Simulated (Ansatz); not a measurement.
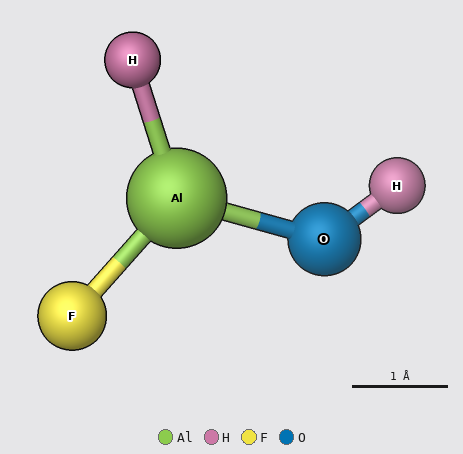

The starting structure (ball-and-stick view, seen at a tilt). Sticks mark near contacts. Bond lengths as drawn: Al–F 1.66 Å, Al–H 1.57 Å, Al–O 1.69 Å and H–O 0.96 Å.

**Molecular dynamics, with input and output: AlH2OF (part 1 of 3)**

- system: AlH2OF
- method: RKS r2SCAN-D4/def2-SVP (Ansatz 0.2.0)

It belongs to a series of runs on one base structure; here: dynamics from the start.

The input:
```yaml
crystal:
  periodic: [false, false, false]
  atoms:
    - { symbol: Al, position_ang: [0.014099, -0.077668, 0.000987] }
    - { symbol: H, position_ang: [0.038898, -0.019584, 1.571266] }
    - { symbol: F, position_ang: [1.429185, 0.17066, -0.830563] }
    - { symbol: O, position_ang: [-1.355828, -0.377287, -0.943803] }
    - { symbol: H, position_ang: [-2.255554, -0.542822, -0.654387] }
basis:
  gaussian: { orbitals: def2-SVP }
hamiltonian:
  xc: r2scan
  dispersion: d4
md:
  timestep: 0.5
  n_steps: 250
  ensemble: nvt_langevin
  temperature: 500.0
  initial_velocities: maxwell_boltzmann
  seed: 274271
  friction: 0.01
```

Run on 1 thread of Arm Neoverse V1, 24 GiB of memory available, shared host.

Launch command:
```bash
ansatz run input.yaml --threads 1 --pin off --max-ram 2048MiB --backend cpu --events-out ev --progress --plain --runs-dir out
```

The program's output:
```
Engine: ansatz 0.2.0, aarch64-unknown-linux-gnu
Functional definition: r2SCAN
  parameter k0 = 0.174
  parameter k1 = 0.065
  parameter a1 = 4.9479
  exchange = r2scan_x(k0 = k0, k1 = k1, a1 = a1)
  correlation = r2scan_c
600 factors; their error is unknown
mean field evaluation 1: about -11380.8650 eV, gradient 6.4e1 eV
mean field evaluation 2: about -11349.3212 eV, gradient 1.4e2 eV
mean field evaluation 4: about -11387.6394 eV, gradient 1.2e1 eV
mean field evaluation 8: about -11387.8195 eV, gradient 6.1e-2 eV
mean field -11387.81948927 eV, -418.4946472895 hartree, gradient 4.3e-5 eV, S^2 0.000000; 0 other end points of the search recorded, 0 dependent functions left out
the calculation of the forces begins
reference -11387.81950026 eV, -418.4946476931 hartree; 16, 16 occupied and 40, 40 virtual orbitals, 600 factors
md step     0: t =     0.00 fs  T =   400.0 K  F+E_penalty+E_count = -11387.83190476 eV  E_kin = 0.258520 eV  (23 SCF iters)
these checks for a lower state are left out or cut short: starts, cluster_reference, orbital_swaps, neighbouring_geometries, increment
600 factors; their error is unknown
mean field evaluation 16: about -11387.8370 eV, gradient 4.5e-3 eV
mean field -11387.80570173 eV, -418.4941406068 hartree, gradient 1.1e-5 eV, S^2 0.000000; 0 other end points of the search recorded, 0 dependent functions left out
the calculation of the forces begins
reference -11387.80571271 eV, -418.4941410103 hartree; 16, 16 occupied and 40, 40 virtual orbitals, 600 factors
md step     1: t =     0.50 fs  T =   428.9 K  F+E_penalty+E_count = -11387.81811902 eV  E_kin = 0.277215 eV  (27 SCF iters)
[... from here on the SCF iterations and repeated set-up lines of each step are left out, up to the last step ...]
md step     2: t =     1.00 fs  T =   423.2 K  F+E_penalty+E_count = -11387.77889135 eV  E_kin = 0.273483 eV  (28 SCF iters)
md step     3: t =     1.50 fs  T =   352.4 K  F+E_penalty+E_count = -11387.73237100 eV  E_kin = 0.227739 eV  (28 SCF iters)
md step     4: t =     2.00 fs  T =   370.1 K  F+E_penalty+E_count = -11387.70069044 eV  E_kin = 0.239227 eV  (28 SCF iters)
md step     5: t =     2.50 fs  T =   370.2 K  F+E_penalty+E_count = -11387.69440258 eV  E_kin = 0.239254 eV  (27 SCF iters)
md step     6: t =     3.00 fs  T =   434.3 K  F+E_penalty+E_count = -11387.70659911 eV  E_kin = 0.280715 eV  (29 SCF iters)
md step     7: t =     3.50 fs  T =   448.9 K  F+E_penalty+E_count = -11387.71460626 eV  E_kin = 0.290155 eV  (28 SCF iters)
md step     8: t =     4.00 fs  T =   406.3 K  F+E_penalty+E_count = -11387.70165308 eV  E_kin = 0.262611 eV  (28 SCF iters)
md step     9: t =     4.50 fs  T =   401.5 K  F+E_penalty+E_count = -11387.66988959 eV  E_kin = 0.259477 eV  (27 SCF iters)
md step    10: t =     5.00 fs  T =   335.0 K  F+E_penalty+E_count = -11387.62766811 eV  E_kin = 0.216532 eV  (29 SCF iters)
md step    11: t =     5.50 fs  T =   287.2 K  F+E_penalty+E_count = -11387.59040237 eV  E_kin = 0.185623 eV  (29 SCF iters)
md step    12: t =     6.00 fs  T =   247.3 K  F+E_penalty+E_count = -11387.57036063 eV  E_kin = 0.159813 eV  (29 SCF iters)
md step    13: t =     6.50 fs  T =   257.3 K  F+E_penalty+E_count = -11387.57173719 eV  E_kin = 0.166284 eV  (28 SCF iters)
md step    14: t =     7.00 fs  T =   290.8 K  F+E_penalty+E_count = -11387.59251519 eV  E_kin = 0.187913 eV  (28 SCF iters)
md step    15: t =     7.50 fs  T =   356.4 K  F+E_penalty+E_count = -11387.62677833 eV  E_kin = 0.230326 eV  (29 SCF iters)
md step    16: t =     8.00 fs  T =   398.8 K  F+E_penalty+E_count = -11387.66708862 eV  E_kin = 0.257741 eV  (25 SCF iters)
md step    17: t =     8.50 fs  T =   438.8 K  F+E_penalty+E_count = -11387.69632124 eV  E_kin = 0.283584 eV  (27 SCF iters)
md step    18: t =     9.00 fs  T =   452.2 K  F+E_penalty+E_count = -11387.69616604 eV  E_kin = 0.292241 eV  (27 SCF iters)
md step    19: t =     9.50 fs  T =   414.8 K  F+E_penalty+E_count = -11387.66221912 eV  E_kin = 0.268078 eV  (28 SCF iters)
md step    20: t =    10.00 fs  T =   349.5 K  F+E_penalty+E_count = -11387.61598965 eV  E_kin = 0.225859 eV  (28 SCF iters)
md step    21: t =    10.50 fs  T =   285.6 K  F+E_penalty+E_count = -11387.59319340 eV  E_kin = 0.184567 eV  (28 SCF iters)
md step    22: t =    11.00 fs  T =   294.2 K  F+E_penalty+E_count = -11387.61307665 eV  E_kin = 0.190156 eV  (28 SCF iters)
md step    23: t =    11.50 fs  T =   401.7 K  F+E_penalty+E_count = -11387.65960049 eV  E_kin = 0.259646 eV  (27 SCF iters)
md step    24: t =    12.00 fs  T =   431.6 K  F+E_penalty+E_count = -11387.69522256 eV  E_kin = 0.278928 eV  (27 SCF iters)
md step    25: t =    12.50 fs  T =   491.0 K  F+E_penalty+E_count = -11387.69655658 eV  E_kin = 0.317363 eV  (28 SCF iters)
md step    26: t =    13.00 fs  T =   464.9 K  F+E_penalty+E_count = -11387.66048589 eV  E_kin = 0.300445 eV  (28 SCF iters)
md step    27: t =    13.50 fs  T =   371.9 K  F+E_penalty+E_count = -11387.60401325 eV  E_kin = 0.240334 eV  (28 SCF iters)
md step    28: t =    14.00 fs  T =   276.2 K  F+E_penalty+E_count = -11387.55549957 eV  E_kin = 0.178514 eV  (29 SCF iters)
md step    29: t =    14.50 fs  T =   261.8 K  F+E_penalty+E_count = -11387.53335097 eV  E_kin = 0.169188 eV  (29 SCF iters)
md step    30: t =    15.00 fs  T =   294.6 K  F+E_penalty+E_count = -11387.54226214 eV  E_kin = 0.190375 eV  (29 SCF iters)
md step    31: t =    15.50 fs  T =   362.8 K  F+E_penalty+E_count = -11387.58098407 eV  E_kin = 0.234447 eV  (29 SCF iters)
md step    32: t =    16.00 fs  T =   434.0 K  F+E_penalty+E_count = -11387.63961256 eV  E_kin = 0.280526 eV  (29 SCF iters)
md step    33: t =    16.50 fs  T =   518.1 K  F+E_penalty+E_count = -11387.69711850 eV  E_kin = 0.334836 eV  (28 SCF iters)
md step    34: t =    17.00 fs  T =   608.2 K  F+E_penalty+E_count = -11387.73406472 eV  E_kin = 0.393081 eV  (24 SCF iters)
md step    35: t =    17.50 fs  T =   664.7 K  F+E_penalty+E_count = -11387.73838149 eV  E_kin = 0.429584 eV  (28 SCF iters)
md step    36: t =    18.00 fs  T =   620.6 K  F+E_penalty+E_count = -11387.71271459 eV  E_kin = 0.401103 eV  (28 SCF iters)
md step    37: t =    18.50 fs  T =   535.4 K  F+E_penalty+E_count = -11387.68057256 eV  E_kin = 0.346056 eV  (27 SCF iters)
md step    38: t =    19.00 fs  T =   503.6 K  F+E_penalty+E_count = -11387.66443549 eV  E_kin = 0.325482 eV  (29 SCF iters)
md step    39: t =    19.50 fs  T =   571.5 K  F+E_penalty+E_count = -11387.67204151 eV  E_kin = 0.369359 eV  (29 SCF iters)
md step    40: t =    20.00 fs  T =   576.1 K  F+E_penalty+E_count = -11387.68996145 eV  E_kin = 0.372313 eV  (28 SCF iters)
md step    41: t =    20.50 fs  T =   606.4 K  F+E_penalty+E_count = -11387.70106973 eV  E_kin = 0.391930 eV  (28 SCF iters)
md step    42: t =    21.00 fs  T =   613.8 K  F+E_penalty+E_count = -11387.69551278 eV  E_kin = 0.396678 eV  (29 SCF iters)
md step    43: t =    21.50 fs  T =   637.1 K  F+E_penalty+E_count = -11387.67254147 eV  E_kin = 0.411753 eV  (28 SCF iters)
md step    44: t =    22.00 fs  T =   600.1 K  F+E_penalty+E_count = -11387.63839660 eV  E_kin = 0.387822 eV  (30 SCF iters)
md step    45: t =    22.50 fs  T =   556.6 K  F+E_penalty+E_count = -11387.60839875 eV  E_kin = 0.359718 eV  (30 SCF iters)
md step    46: t =    23.00 fs  T =   510.8 K  F+E_penalty+E_count = -11387.59391129 eV  E_kin = 0.330161 eV  (29 SCF iters)
md step    47: t =    23.50 fs  T =   527.6 K  F+E_penalty+E_count = -11387.59921979 eV  E_kin = 0.341010 eV  (29 SCF iters)
md step    48: t =    24.00 fs  T =   599.1 K  F+E_penalty+E_count = -11387.62349428 eV  E_kin = 0.387168 eV  (29 SCF iters)
md step    49: t =    24.50 fs  T =   743.0 K  F+E_penalty+E_count = -11387.65817185 eV  E_kin = 0.480174 eV  (28 SCF iters)
md step    50: t =    25.00 fs  T =   830.0 K  F+E_penalty+E_count = -11387.68700474 eV  E_kin = 0.536458 eV  (29 SCF iters)
md step    51: t =    25.50 fs  T =   874.2 K  F+E_penalty+E_count = -11387.69446930 eV  E_kin = 0.565010 eV  (26 SCF iters)
md step    52: t =    26.00 fs  T =   791.2 K  F+E_penalty+E_count = -11387.67750875 eV  E_kin = 0.511369 eV  (28 SCF iters)
md step    53: t =    26.50 fs  T =   699.6 K  F+E_penalty+E_count = -11387.65202311 eV  E_kin = 0.452146 eV  (29 SCF iters)
md step    54: t =    27.00 fs  T =   696.5 K  F+E_penalty+E_count = -11387.63644863 eV  E_kin = 0.450129 eV  (29 SCF iters)
md step    55: t =    27.50 fs  T =   680.7 K  F+E_penalty+E_count = -11387.64158855 eV  E_kin = 0.439932 eV  (28 SCF iters)
md step    56: t =    28.00 fs  T =   710.4 K  F+E_penalty+E_count = -11387.66631810 eV  E_kin = 0.459151 eV  (28 SCF iters)
md step    57: t =    28.50 fs  T =   750.5 K  F+E_penalty+E_count = -11387.69074163 eV  E_kin = 0.485036 eV  (28 SCF iters)
md step    58: t =    29.00 fs  T =   781.3 K  F+E_penalty+E_count = -11387.69234456 eV  E_kin = 0.504963 eV  (27 SCF iters)
md step    59: t =    29.50 fs  T =   768.0 K  F+E_penalty+E_count = -11387.66609701 eV  E_kin = 0.496364 eV  (28 SCF iters)
md step    60: t =    30.00 fs  T =   699.7 K  F+E_penalty+E_count = -11387.62606934 eV  E_kin = 0.452185 eV  (29 SCF iters)
md step    61: t =    30.50 fs  T =   685.0 K  F+E_penalty+E_count = -11387.59032893 eV  E_kin = 0.442729 eV  (29 SCF iters)
md step    62: t =    31.00 fs  T =   693.8 K  F+E_penalty+E_count = -11387.57423691 eV  E_kin = 0.448430 eV  (29 SCF iters)
md step    63: t =    31.50 fs  T =   629.3 K  F+E_penalty+E_count = -11387.58569260 eV  E_kin = 0.406727 eV  (29 SCF iters)
md step    64: t =    32.00 fs  T =   662.6 K  F+E_penalty+E_count = -11387.61957178 eV  E_kin = 0.428266 eV  (29 SCF iters)
md step    65: t =    32.50 fs  T =   735.1 K  F+E_penalty+E_count = -11387.66492118 eV  E_kin = 0.475119 eV  (29 SCF iters, 3 dispersion substeps)
md step    66: t =    33.00 fs  T =   769.4 K  F+E_penalty+E_count = -11387.70903755 eV  E_kin = 0.497269 eV  (29 SCF iters, 3 dispersion substeps)
md step    67: t =    33.50 fs  T =   800.0 K  F+E_penalty+E_count = -11387.73668114 eV  E_kin = 0.517036 eV  (28 SCF iters, 3 dispersion substeps)
md step    68: t =    34.00 fs  T =   784.9 K  F+E_penalty+E_count = -11387.73891522 eV  E_kin = 0.507281 eV  (28 SCF iters, 3 dispersion substeps)
md step    69: t =    34.50 fs  T =   764.3 K  F+E_penalty+E_count = -11387.72397064 eV  E_kin = 0.493939 eV  (29 SCF iters, 3 dispersion substeps)
md step    70: t =    35.00 fs  T =   757.7 K  F+E_penalty+E_count = -11387.70830991 eV  E_kin = 0.489718 eV  (25 SCF iters, 3 dispersion substeps)
md step    71: t =    35.50 fs  T =   686.1 K  F+E_penalty+E_count = -11387.70831154 eV  E_kin = 0.443441 eV  (28 SCF iters, 3 dispersion substeps)
md step    72: t =    36.00 fs  T =   691.5 K  F+E_penalty+E_count = -11387.72838724 eV  E_kin = 0.446893 eV  (28 SCF iters, 3 dispersion substeps)
md step    73: t =    36.50 fs  T =   721.1 K  F+E_penalty+E_count = -11387.75202705 eV  E_kin = 0.466068 eV  (28 SCF iters, 3 dispersion substeps)
md step    74: t =    37.00 fs  T =   701.2 K  F+E_penalty+E_count = -11387.75968127 eV  E_kin = 0.453186 eV  (29 SCF iters, 3 dispersion substeps)
md step    75: t =    37.50 fs  T =   646.4 K  F+E_penalty+E_count = -11387.74503493 eV  E_kin = 0.417744 eV  (28 SCF iters, 3 dispersion substeps)
md step    76: t =    38.00 fs  T =   596.6 K  F+E_penalty+E_count = -11387.71463412 eV  E_kin = 0.385601 eV  (29 SCF iters, 3 dispersion substeps)
md step    77: t =    38.50 fs  T =   587.4 K  F+E_penalty+E_count = -11387.67878813 eV  E_kin = 0.379642 eV  (29 SCF iters, 3 dispersion substeps)
md step    78: t =    39.00 fs  T =   577.1 K  F+E_penalty+E_count = -11387.64646325 eV  E_kin = 0.372979 eV  (29 SCF iters, 3 dispersion substeps)
md step    79: t =    39.50 fs  T =   523.9 K  F+E_penalty+E_count = -11387.62661546 eV  E_kin = 0.338619 eV  (29 SCF iters, 3 dispersion substeps)
md step    80: t =    40.00 fs  T =   509.5 K  F+E_penalty+E_count = -11387.62298081 eV  E_kin = 0.329258 eV  (28 SCF iters, 3 dispersion substeps)
md step    81: t =    40.50 fs  T =   556.5 K  F+E_penalty+E_count = -11387.63337706 eV  E_kin = 0.359671 eV  (29 SCF iters, 3 dispersion substeps)
md step    82: t =    41.00 fs  T =   564.8 K  F+E_penalty+E_count = -11387.65119056 eV  E_kin = 0.365042 eV  (30 SCF iters, 3 dispersion substeps)
md step    83: t =    41.50 fs  T =   579.8 K  F+E_penalty+E_count = -11387.66506218 eV  E_kin = 0.374741 eV  (28 SCF iters, 3 dispersion substeps)
md step    84: t =    42.00 fs  T =   602.6 K  F+E_penalty+E_count = -11387.66650481 eV  E_kin = 0.389447 eV  (29 SCF iters, 3 dispersion substeps)
md step    85: t =    42.50 fs  T =   609.0 K  F+E_penalty+E_count = -11387.65353563 eV  E_kin = 0.393590 eV  (30 SCF iters, 3 dispersion substeps)
md step    86: t =    43.00 fs  T =   579.3 K  F+E_penalty+E_count = -11387.63262180 eV  E_kin = 0.374426 eV  (29 SCF iters, 3 dispersion substeps)
md step    87: t =    43.50 fs  T =   553.3 K  F+E_penalty+E_count = -11387.61530997 eV  E_kin = 0.357612 eV  (29 SCF iters, 3 dispersion substeps)
md step    88: t =    44.00 fs  T =   536.2 K  F+E_penalty+E_count = -11387.61251785 eV  E_kin = 0.346540 eV  (25 SCF iters, 3 dispersion substeps)
md step    89: t =    44.50 fs  T =   544.2 K  F+E_penalty+E_count = -11387.62784464 eV  E_kin = 0.351687 eV  (28 SCF iters, 3 dispersion substeps)
md step    90: t =    45.00 fs  T =   556.5 K  F+E_penalty+E_count = -11387.64782907 eV  E_kin = 0.359658 eV  (29 SCF iters, 3 dispersion substeps)
md step    91: t =    45.50 fs  T =   557.7 K  F+E_penalty+E_count = -11387.65889324 eV  E_kin = 0.360464 eV  (29 SCF iters, 3 dispersion substeps)
md step    92: t =    46.00 fs  T =   544.1 K  F+E_penalty+E_count = -11387.65703061 eV  E_kin = 0.351630 eV  (29 SCF iters, 3 dispersion substeps)
md step    93: t =    46.50 fs  T =   557.7 K  F+E_penalty+E_count = -11387.64408808 eV  E_kin = 0.360455 eV  (29 SCF iters, 3 dispersion substeps)
md step    94: t =    47.00 fs  T =   527.2 K  F+E_penalty+E_count = -11387.62462476 eV  E_kin = 0.340733 eV  (29 SCF iters, 3 dispersion substeps)
md step    95: t =    47.50 fs  T =   446.7 K  F+E_penalty+E_count = -11387.60907501 eV  E_kin = 0.288731 eV  (29 SCF iters, 3 dispersion substeps)
md step    96: t =    48.00 fs  T =   436.1 K  F+E_penalty+E_count = -11387.60356110 eV  E_kin = 0.281819 eV  (29 SCF iters, 3 dispersion substeps)
md step    97: t =    48.50 fs  T =   411.1 K  F+E_penalty+E_count = -11387.60985307 eV  E_kin = 0.265716 eV  (28 SCF iters)
md step    98: t =    49.00 fs  T =   431.1 K  F+E_penalty+E_count = -11387.62669317 eV  E_kin = 0.278647 eV  (28 SCF iters)
md step    99: t =    49.50 fs  T =   424.0 K  F+E_penalty+E_count = -11387.64745123 eV  E_kin = 0.274052 eV  (29 SCF iters)
md step   100: t =    50.00 fs  T =   411.4 K  F+E_penalty+E_count = -11387.66502937 eV  E_kin = 0.265887 eV  (30 SCF iters)
md step   101: t =    50.50 fs  T =   403.7 K  F+E_penalty+E_count = -11387.67596409 eV  E_kin = 0.260919 eV  (29 SCF iters)
md step   102: t =    51.00 fs  T =   380.7 K  F+E_penalty+E_count = -11387.67906574 eV  E_kin = 0.246017 eV  (28 SCF iters)
md step   103: t =    51.50 fs  T =   368.8 K  F+E_penalty+E_count = -11387.67538716 eV  E_kin = 0.238334 eV  (29 SCF iters)
md step   104: t =    52.00 fs  T =   376.8 K  F+E_penalty+E_count = -11387.67076248 eV  E_kin = 0.243532 eV  (28 SCF iters)
md step   105: t =    52.50 fs  T =   389.1 K  F+E_penalty+E_count = -11387.67019001 eV  E_kin = 0.251478 eV  (28 SCF iters)
md step   106: t =    53.00 fs  T =   413.3 K  F+E_penalty+E_count = -11387.67541587 eV  E_kin = 0.267114 eV  (24 SCF iters)
md step   107: t =    53.50 fs  T =   407.6 K  F+E_penalty+E_count = -11387.68357144 eV  E_kin = 0.263411 eV  (28 SCF iters)
md step   108: t =    54.00 fs  T =   411.4 K  F+E_penalty+E_count = -11387.68738436 eV  E_kin = 0.265878 eV  (28 SCF iters)
md step   109: t =    54.50 fs  T =   387.6 K  F+E_penalty+E_count = -11387.68340703 eV  E_kin = 0.250498 eV  (27 SCF iters)
md step   110: t =    55.00 fs  T =   352.0 K  F+E_penalty+E_count = -11387.67384709 eV  E_kin = 0.227483 eV  (28 SCF iters)
md step   111: t =    55.50 fs  T =   328.5 K  F+E_penalty+E_count = -11387.66220170 eV  E_kin = 0.212280 eV  (28 SCF iters)
md step   112: t =    56.00 fs  T =   309.7 K  F+E_penalty+E_count = -11387.65249752 eV  E_kin = 0.200186 eV  (29 SCF iters)
md step   113: t =    56.50 fs  T =   289.5 K  F+E_penalty+E_count = -11387.64851946 eV  E_kin = 0.187112 eV  (29 SCF iters)
md step   114: t =    57.00 fs  T =   315.1 K  F+E_penalty+E_count = -11387.65141788 eV  E_kin = 0.203639 eV  (28 SCF iters)
md step   115: t =    57.50 fs  T =   338.9 K  F+E_penalty+E_count = -11387.65862808 eV  E_kin = 0.219016 eV  (28 SCF iters)
md step   116: t =    58.00 fs  T =   354.5 K  F+E_penalty+E_count = -11387.66621926 eV  E_kin = 0.229129 eV  (28 SCF iters)
md step   117: t =    58.50 fs  T =   338.6 K  F+E_penalty+E_count = -11387.67234177 eV  E_kin = 0.218846 eV  (28 SCF iters)
md step   118: t =    59.00 fs  T =   340.6 K  F+E_penalty+E_count = -11387.67694740 eV  E_kin = 0.220138 eV  (28 SCF iters)
md step   119: t =    59.50 fs  T =   297.5 K  F+E_penalty+E_count = -11387.68197759 eV  E_kin = 0.192306 eV  (29 SCF iters)
md step   120: t =    60.00 fs  T =   295.7 K  F+E_penalty+E_count = -11387.68930768 eV  E_kin = 0.191137 eV  (28 SCF iters)
md step   121: t =    60.50 fs  T =   284.0 K  F+E_penalty+E_count = -11387.69729718 eV  E_kin = 0.183562 eV  (28 SCF iters)
md step   122: t =    61.00 fs  T =   282.9 K  F+E_penalty+E_count = -11387.70466717 eV  E_kin = 0.182809 eV  (28 SCF iters)
md step   123: t =    61.50 fs  T =   306.9 K  F+E_penalty+E_count = -11387.71180600 eV  E_kin = 0.198365 eV  (29 SCF iters)
md step   124: t =    62.00 fs  T =   332.3 K  F+E_penalty+E_count = -11387.71626487 eV  E_kin = 0.214743 eV  (25 SCF iters)
md step   125: t =    62.50 fs  T =   340.1 K  F+E_penalty+E_count = -11387.71531074 eV  E_kin = 0.219829 eV  (28 SCF iters)
md step   126: t =    63.00 fs  T =   306.8 K  F+E_penalty+E_count = -11387.70951383 eV  E_kin = 0.198310 eV  (28 SCF iters)
md step   127: t =    63.50 fs  T =   288.3 K  F+E_penalty+E_count = -11387.70076411 eV  E_kin = 0.186326 eV  (29 SCF iters)
md step   128: t =    64.00 fs  T =   312.7 K  F+E_penalty+E_count = -11387.69051636 eV  E_kin = 0.202106 eV  (29 SCF iters)
md step   129: t =    64.50 fs  T =   307.6 K  F+E_penalty+E_count = -11387.68068740 eV  E_kin = 0.198786 eV  (27 SCF iters)
md step   130: t =    65.00 fs  T =   275.0 K  F+E_penalty+E_count = -11387.67261178 eV  E_kin = 0.177711 eV  (29 SCF iters)
```
